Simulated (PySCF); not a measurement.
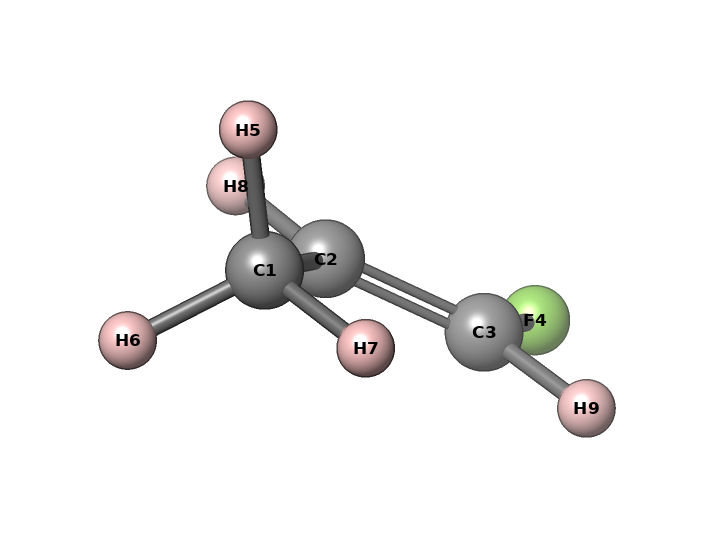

C2 lies behind C1. The molecule seen a little off the C1–C2 bond, C1 in front. Depth is shown by fading: the farther an atom, the more it takes the colour of the background. The geometry was computed by an optimisation with PBE0-D3(BJ)/def2-SVP. No frequency run is at hand to confirm it as a minimum.

**What is the torsion angle H5–C1–C2–C3? The sign is positive where the front bond must turn clockwise to cover the back bond.**

120°, anticlinal.
